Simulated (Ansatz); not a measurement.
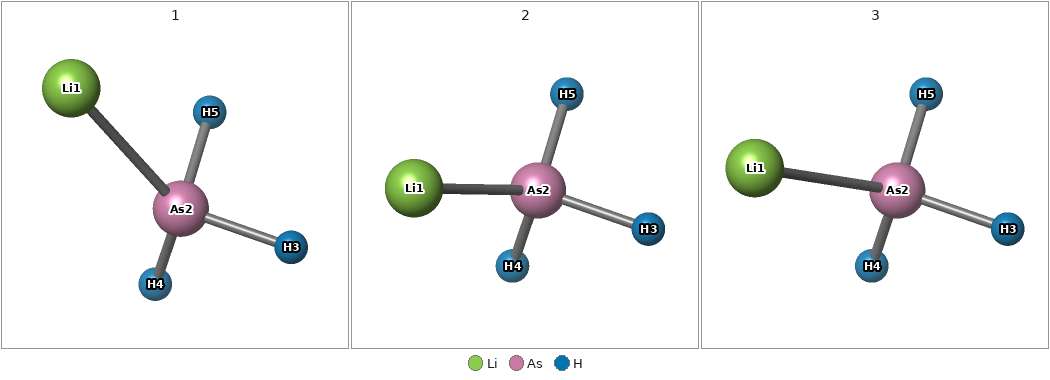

AsH₃Li, charge +1. First axis: separation of As2 and Li1 along their line in the relaxed pair. Second axis: sideways slip of Li1. Nothing is relaxed (both partners rigid). The grid has 15 × 15 points. Points are written as (first, second). Energies: kcal/mol, counted from the lowest grid point. Computed with RHF-MP2, frozen core/def2-TZVPD (Ansatz 0.2.0).

The numbered pictures are structures from this grid.

### Which is the most stable, and how do the others follow?

3, at (2.699 Å, 0.000 Å): 0.36 kcal/mol; 2, at (2.331 Å, −0.214 Å): 2.5 kcal/mol; 1, at (2.169 Å, 1.286 Å): 3.8 kcal/mol.

The map, with the structures marked:

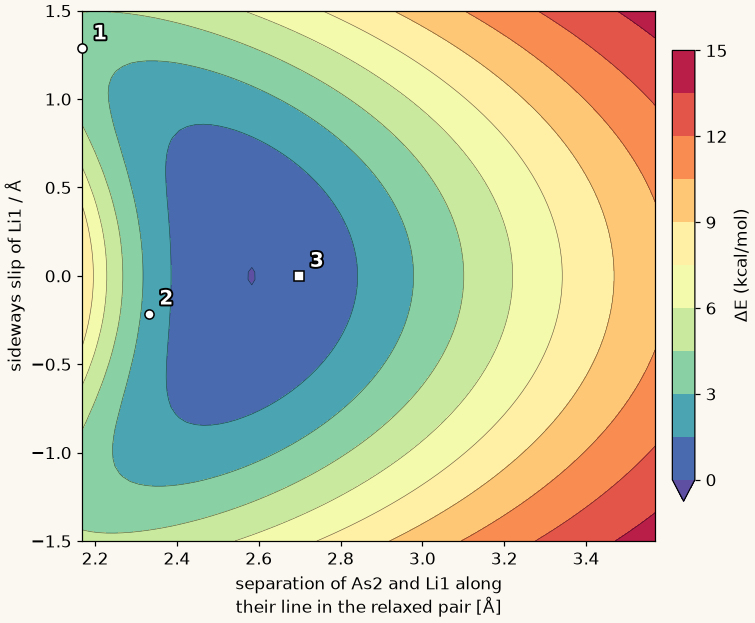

In the figure: filled contours. Between grid points the surface is interpolated.
